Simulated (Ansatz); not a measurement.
# SnIrOs: relaxing a made-up structure, part 2 of 2

This structure for SnIrOs is made up. Its elements were placed in a known structure type with a cell scaled to their sizes. What cell does the guess relax to, and how far off was it?

Ansatz 0.2.0; DFT, PBEsol, plane-wave PAW, files of the set soft_1, scalar-relativistic, no spin, cell and ions relaxed at zero pressure; PAW set soft_1 (the session's first sound run).

So far: Starting point; Relaxation of the guess. The relaxed cell has a = 4.454, c = 2.828 Å (conventional setting).

### Step 3. Electronic structure of the relaxed cell

With the geometry fixed, one more self-consistent run, with a narrower smearing and the mesh shown in its input, gives the bands, and its pressure, and its forces where symmetry allows any, show how far the geometry depends on these settings.

This step: DFT, PBEsol, plane-wave PAW, files of the set soft_1, scalar-relativistic, no spin, bands and density of states at the relaxed cell; PAW set soft_1 (Ansatz 0.2.0).

input.yaml reads:

```yaml
crystal:
  lattice:
    - [4.4535920916, 0.0, 0.0]
    - [-2.2267960458, 3.8569238895, 0.0]
    - [0.0, 0.0, 2.8275274634]
  atoms:
    - { symbol: Ir, position: [0.6666666667, 0.3333333333, 0.0] }
    - { symbol: Os, position: [0.0, 0.0, 0.5] }
    - { symbol: Sn, position: [0.3333333333, 0.6666666667, 0.5] }
kpoints:
  mp_grid: { grid: [8, 8, 12] }
  band_path:
    path:
      - [[0.0, 0.0, 0.0], [0.5, 0.0, 0.0], [0.33333333, 0.33333333, 0.0], [0.0, 0.0, 0.0], [0.0, 0.0, 0.5], [0.5, 0.0, 0.5], [0.33333333, 0.33333333, 0.5], [0.0, 0.0, 0.5]]
      - [[0.5, 0.0, 0.5], [0.5, 0.0, 0.0]]
      - [[0.33333333, 0.33333333, 0.0], [0.33333333, 0.33333333, 0.5]]
    npoints: 8
scf:
  occupations: { method: fermi_dirac, width: 0.03 }
  n_extra_bands: 7
hamiltonian:
  xc: pbesol
  pseudopotentials: { kind: paw, azcp: { folder: soft_1 }, xc_functional: pbe }
output:
  forces: true
  stress: true
  write_bands: true
  dos: { projected: true }
  write_density: true
  write_potential: true
  elf: true
  volumetric_format: npy
```

Launch:

```sh
ansatz run input.yaml --threads 4 --pin off --max-ram 8192MiB --backend cpu --events-out ev --progress --plain --runs-dir out
```

Numbers of over 12 decimals in the logs are rounded to 6 here.

Log:

```text
[...]
Crystal: 3 atoms, lattice volume = 48.569 Å³
Basis set: ecut = 420 eV, 939 PW (Γ), exchange–correlation on 60×60×40 points (8 copies of the dense FFT grid, shifted against one another)
Bands: 31, of which v1, the nominal top of the filled ones, is band 24 counted from 1 (23 counted from 0)
Symmetry: 12 space group operations
[...]
k-points: 70 of 768 (time reversal used)
[...]
SCF iter   1: F=—  HF=-29000.936443 eV  |F-HF|=—  |Δ(HF+E_count)|=         —  Δρ=3.95e-2  dr2=7.04e-1  ethr=3.10e-3  ⟨swp⟩=5.7  Hψ=8811  notcnv=0
[...]
SCF iter   7: F=-29000.726834 eV  HF=-29000.726834 eV  |F-HF|=1.61e-8  |Δ(HF+E_count)|=   2.26e-7  Δρ=9.68e-6  dr2=3.00e-8  ethr=2.13e-10  ⟨swp⟩=13.6  Hψ=15314  notcnv=0
SCF 1 converged in 7 iterations: F = -29000.726834 eV  dr2 = 3.00e-8
[...]
NSCF: frozen V_eff on 75 k-points
SCF converged after 7 iterations
Free energy (F): -29000.726834 eV
[...]
Internal energy: -29000.710205 eV  (E = F + TS)
E sigma→0 (E₀):  -29000.718520 eV
Entropy (-TS):   -0.016629 eV (-5.543 meV/atom)
Fermi energy:    21.052460 eV
[...]
--- Stress (GPa, compression-positive) ---
       -0.314870      -0.000000       0.000000
       -0.000000      -0.314870       0.000000
        0.000000       0.000000       1.053984
  P = ⅓ Tr σ = 0.1414 GPa (1.414 kbar)
--- Band table (eV; the first three rows and the last of 70) ---
  k-point 0: bands = [... 20 lower, 19.4215, 19.4215, 21.6022, 21.6022, 22.2062, 25.2119, 25.2119, 26.6055, ... 3 higher]
  k-point 1: bands = [... 20 lower, 19.4207, 19.4207, 21.5129, 21.5129, 22.2649, 25.4852, 25.4852, 25.8930, ... 3 higher]
  k-point 2: bands = [... 20 lower, 19.4342, 19.4342, 21.3647, 21.3647, 22.4342, 24.3157, 26.0552, 26.0552, ... 3 higher]
  k-point 69: bands = [... 20 lower, 18.6236, 19.7289, 21.1546, 21.5398, 21.8104, 23.1585, 23.5270, 25.7100, ... 3 higher]
```

The job ended after 5.2 s (4 threads of Arm Neoverse V2, shared host; peak memory 0.49 GiB).

Numbers from this step:

```yaml
free_energy: -29000.7268 eV
energy_at_zero_smearing: -29000.7185 eV
smearing_term_ts: 0.01663 eV
fermi_energy: 21.05 eV
pressure: 0.1414 GPa
```

From bands.tsv, the bands that come nearest the Fermi level along the path, at its corners, in eV from the Fermi level:

```tsv
point	band 20	band 21	band 22	band 23	band 24	band 25	band 26	band 27
Γ	-2.81	-1.63	-1.63	0.55	0.55	1.15	4.16	4.16
M	-2.23	-1.82	-1.65	-0.94	-0.21	0.10	0.85	3.55
K	-2.39	-2.32	-2.19	-1.15	-0.16	0.07	1.01	7.29
Γ	-2.81	-1.63	-1.63	0.55	0.55	1.15	4.16	4.16
A	-0.58	-0.58	-0.20	-0.20	1.13	2.69	4.11	5.04
L	-2.61	-2.15	-2.01	-1.49	0.50	0.50	3.20	3.86
H	-2.54	-2.34	-1.14	0.32	0.37	1.11	1.55	2.28
A	-0.58	-0.58	-0.20	-0.20	1.13	2.69	4.11	5.04
L	-2.61	-2.15	-2.01	-1.49	0.50	0.50	3.20	3.86
M	-2.23	-1.82	-1.65	-0.94	-0.21	0.10	0.85	3.55
K	-2.39	-2.32	-2.19	-1.15	-0.16	0.07	1.01	7.29
H	-2.54	-2.34	-1.14	0.32	0.37	1.11	1.55	2.28
```

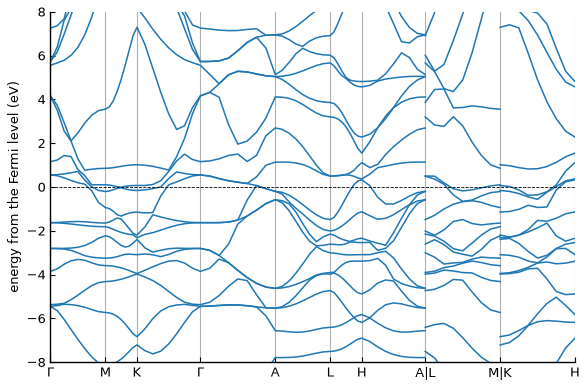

Bands along the path. 13 bands lie wholly below the window drawn.

States per cell as run, both spins, in windows of 1 eV, from dos.tsv (zero at the Fermi level):

| from | to | total |
| --- | --- | --- |
| -8 | -7 | 0.74 |
| -7 | -6 | 1.11 |
| -6 | -5 | 1.97 |
| -5 | -4 | 2.61 |
| -4 | -3 | 3.90 |
| -3 | -2 | 3.01 |
| -2 | -1 | 2.86 |
| -1 | 0 | 2.98 |
| 0 | 1 | 2.66 |
| 1 | 2 | 1.32 |
| 2 | 3 | 1.09 |
| 3 | 4 | 1.32 |
| 4 | 5 | 1.16 |
| 5 | 6 | 1.12 |

A further 27.8 states lie below the table's range.

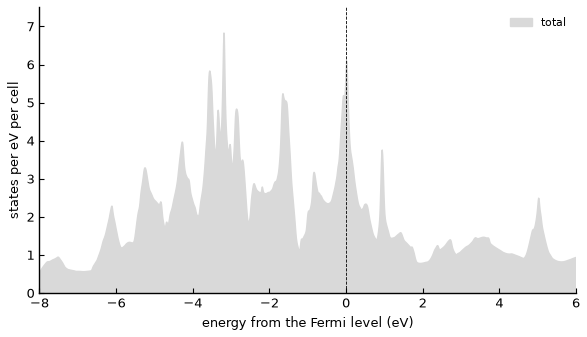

Total density of states, smoothed over about 0.04 eV.

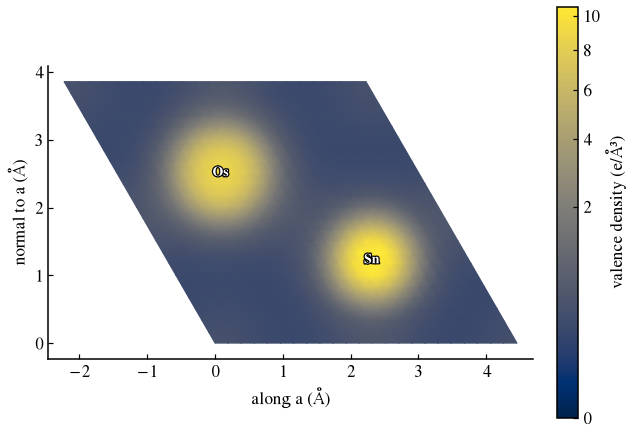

Valence density in the ab plane at fractional z = 0.500, with atoms of Os and Sn within 0.2 Å of it. It is the smooth field of the valence electrons, not physical close to the nuclei. The map starts off the cell's origin, so that atoms lie inside it. The colour scale is stretched toward low values.

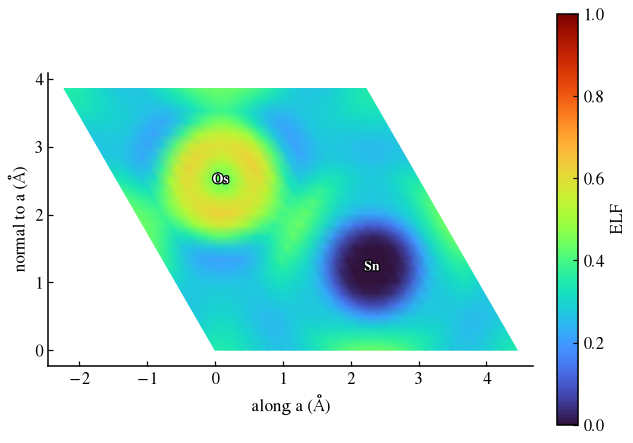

ELF in the ab plane at fractional z = 0.500, with atoms of Os and Sn within 0.2 Å of it. It is the smooth field of the valence electrons, not physical close to the nuclei. The map starts off the cell's origin, so that atoms lie inside it.

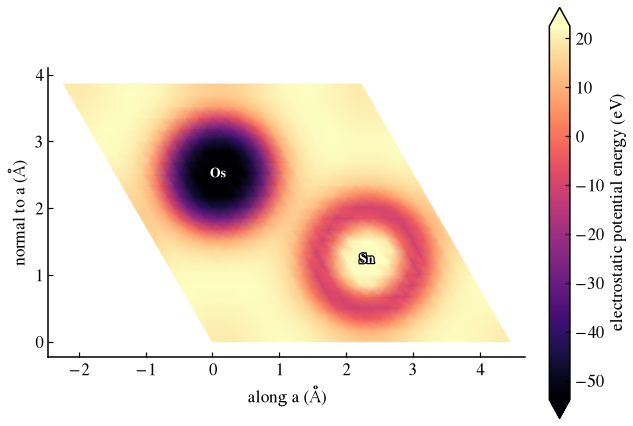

Electrostatic potential energy in the ab plane at fractional z = 0.500, with atoms of Os and Sn within 0.2 Å of it. With pseudopotentials it is smooth inside the atoms' cores, unlike the true potential. The map starts off the cell's origin, so that atoms lie inside it.

### Step 4. Summary of results

```yaml
space_group_relaxed: P-6m2
conventional_cell: a = 4.454, b = 4.454, c = 2.828 Å; α = 90.0°, β = 90.0°, γ = 120.0°
volume_per_atom: 16.19 Å³ (guess 18.11)
```

What this shows: SnIrOs relaxes to P-6m2 with a = 4.454, b = 4.454 and c = 2.828 Å. The guessed volume was 12 % too large. The space group P-6m2 was held in the relaxation, so the end point is a stationary structure within it and may be a saddle against distortions or other arrangements. Bands cross the Fermi level, so it is a metal or semimetal at this level. The electron count is odd, which forces that without spin polarisation or a larger cell. On the 8×8×12 mesh with the narrower smearing (relaxed on 8×8×7) the forces vanish, as symmetry may demand, and the largest stress component is 1.054 GPa, against the relaxation's thresholds of 0.015 eV/Å and 0.05 GPa. The cutoff wasn't tested. A vector of the cell changed its length by 29 %, so the starting arrangement is largely lost and the mesh was laid for another shape. Spin-orbit coupling is left out, which can matter for elements this heavy. No dispersion term is used, so weakly bound directions may come out too long. The runs have no spin, and magnetism wasn't tested. Nothing here tests whether the compound is stable against decomposition.

[Logs are printed without paths, hosts, clocks, repeated set-up lines and the standing remarks that a program may print on its own settings, such as how far it seeks lower states.]

[Hosts, paths, dates, database ids (printed as entryN), source tags and the programs' standing remarks are cut or masked in the printed files.]
